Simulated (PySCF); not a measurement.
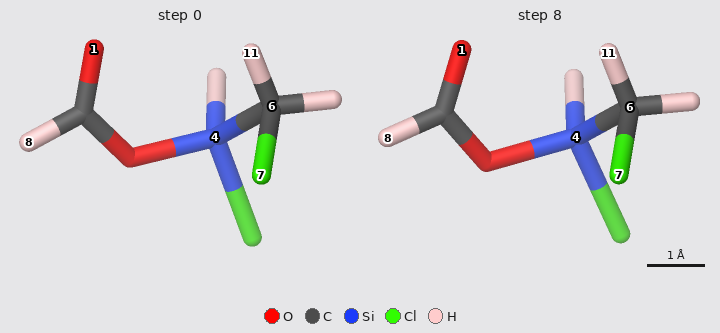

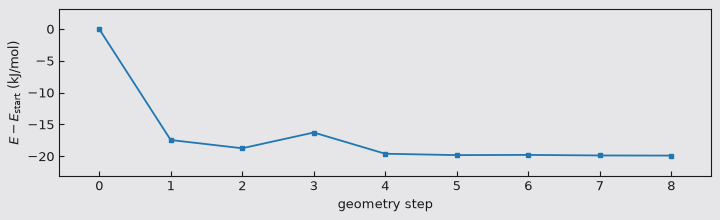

First and last geometry of a relaxation of C₂H₄Cl₂O₂Si, with the history of the run. The picture is a stick view, seen from a free direction.

The start comes from GFN2-xTB. Its atoms were then displaced at random by about 0.01 Å.

Method: PySCF, PBE0-D3(BJ)/def2-SVP geometry optimisation, gas phase. 

Read the history and describe the run.

It converged. The energy falls by 19.9 kJ/mol in 8 geometry steps. The atom that moves furthest after the best rigid fit is a Cl atom (0.17 Å). Largest moves by element: Cl 0.17 Å, O 0.13 Å, H 0.09 Å, C 0.04 Å, Si 0.04 Å. Some distances before and after: O–Si 1.616 → 1.708 Å, C–Si 1.929 → 1.873 Å, Cl–Si 2.010 → 2.048 Å, C–O 1.187 → 1.200 Å. Bond angles that change, for instance: C–O–Si 125.6° → 119.1°, Cl–Si–H 113.4° → 109.2°, C–Si–H 109.4° → 112.9°.

| step | E − E(0), kJ/mol |
| --- | --- |
| 0 | 0.00 |
| 1 | -17.44 |
| 2 | -18.73 |
| 3 | -16.26 |
| 4 | -19.59 |
| 5 | -19.81 |
| 6 | -19.78 |
| 7 | -19.86 |
| 8 | -19.88 |
